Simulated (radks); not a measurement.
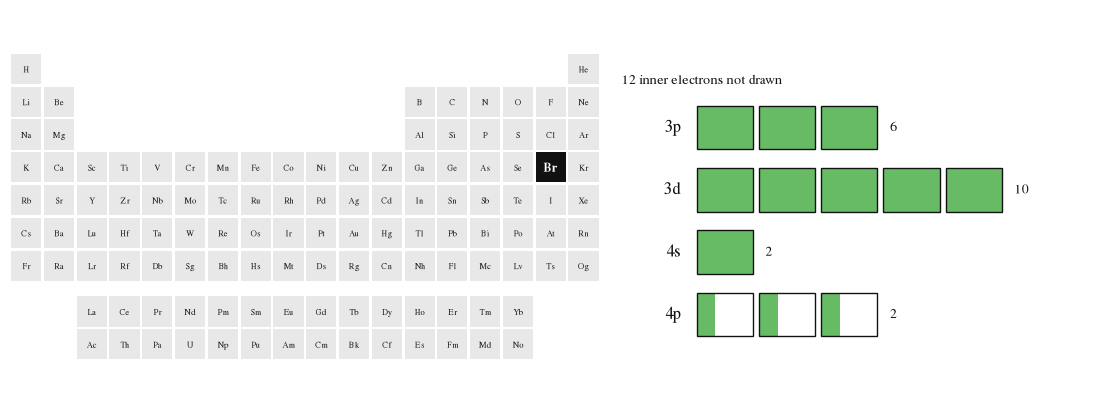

Fig. 1: Left, the place of bromine in the periodic table; right, the outer shells as the input fills them: a box for each of the 2l + 1 orbitals, shaded by the share of the shell that is filled, with the electron count at the right.

# Br³⁺: atomic calculation

System: Br³⁺ (Z = 35, 32 electrons) in the configuration [Ar] 3d10 4s2 4p2 (4p1/2: 2).
Method: Dirac Kohn-Sham, PBE, spin-unpolarised, spherical densities, finite nucleus (the in-house radial solver radks).

**Summary**

- outcome: converged
- total energy: −2604.0590 hartree
- kinetic energy: 2670.4384 hartree
- electron–nucleus energy: −6245.4857 hartree
- Hartree energy: 1062.0720 hartree
- exchange–correlation energy: −91.083698 hartree
- radius at density 0.001 e/bohr³: 3.28 bohr
- SCF iterations: 14
- hardware: 1 CPU thread, shared host

**Input**
```
Z 35
configuration [Ar] 3d10 4s2 4p2
relativity Dirac
functional pbe,pbe
spin unpolarised
j_filling energy
nucleus finite rms 4.1629 fm
c 137.035999084
```

Energies in input and log are in hartree, lengths in bohr (the nuclear radius in fm).

**The program's output**
```
1s1/2   1   2.0000        -490.68917282
2s1/2   1   2.0000         -65.07690577
2p1/2   1   2.0000         -58.74565919
2p3/2   1   4.0000         -56.99958211
3s1/2   1   2.0000         -10.14955983
3p1/2   1   2.0000          -7.94712453
3p3/2   1   4.0000          -7.69556249
3d3/2   1   4.0000          -3.87529959
3d5/2   1   6.0000          -3.83519748
4s1/2   1   2.0000          -1.98675211
4p1/2   1   2.0000          -1.47956561
4p3/2   1   0.0000          -1.45275977
Etot -2604.0589748725833
Ekin 2670.438379718623
Encl -6245.48570263363
Eh 1062.0720455569544
Exc -91.08369751453031
err 1.3725060534044643e-09
it 14
```

**Orbitals**

| orbital | occupation | energy (eV) | ⟨r⟩ (bohr) | outer maximum (bohr) |
| --- | --- | --- | --- | --- |
| 1s | 2 | −13352.3 | 0.04275 | 0.0279 |
| 2s | 2 | −1770.8 | 0.1893 | 0.159 |
| 2p1/2 | 2 | −1598.6 | 0.1627 | 0.125 |
| 2p3/2 | 4 | −1551.0 | 0.1666 | 0.128 |
| 3s | 2 | −276.184 | 0.5510 | 0.484 |
| 3p1/2 | 2 | −216.252 | 0.5564 | 0.475 |
| 3p3/2 | 4 | −209.407 | 0.5669 | 0.484 |
| 3d3/2 | 4 | −105.452 | 0.5851 | 0.429 |
| 3d5/2 | 6 | −104.361 | 0.5891 | 0.432 |
| 4s | 2 | −54.062 | 1.548 | 1.37 |
| 4p1/2 | 2 | −40.261 | 1.750 | 1.52 |
| 4p3/2 | 0 | −39.532 | 1.776 | 1.55 |

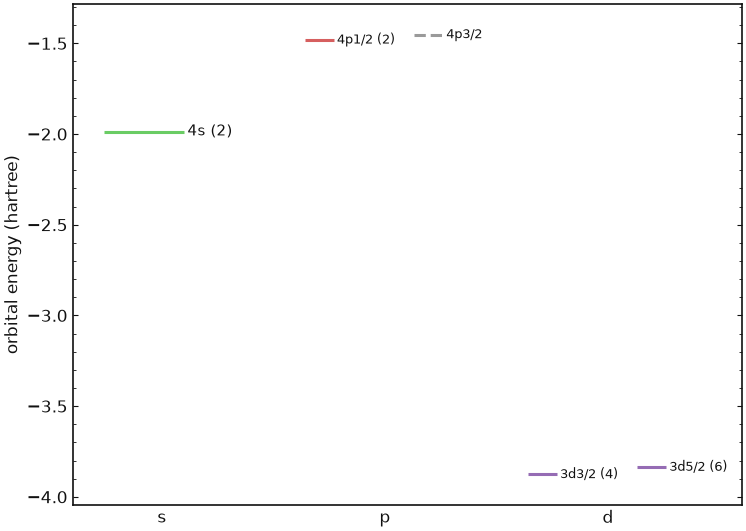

Fig. 2: The outer levels are drawn (occupations in brackets, the lower j at the left of each column, empty levels dashed). The highest occupied level is 4p1/2 at −1.48 hartree. From the top down the occupied levels run 4p1/2 (−1.48 hartree), 4s (−1.99 hartree), 3d5/2 (−3.84 hartree), 3d3/2 (−3.88 hartree). The lowest empty level drawn is 4p3/2 at −1.45 hartree. Spin-orbit splittings: 4p 0.0268 hartree, 3d 0.0401 hartree.

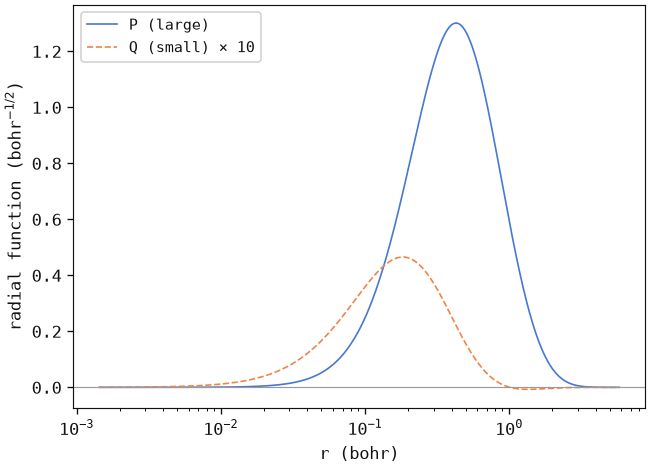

Fig. 3: The large and small radial components of the 3d3/2 spinor. The spinor has κ = 2: the large component has l = 2 and 0 radial nodes, the small one has l = 1. The small component carries 0.058 % of the norm; ⟨r⟩ = 0.585 bohr and the eigenvalue is −105.5 eV.
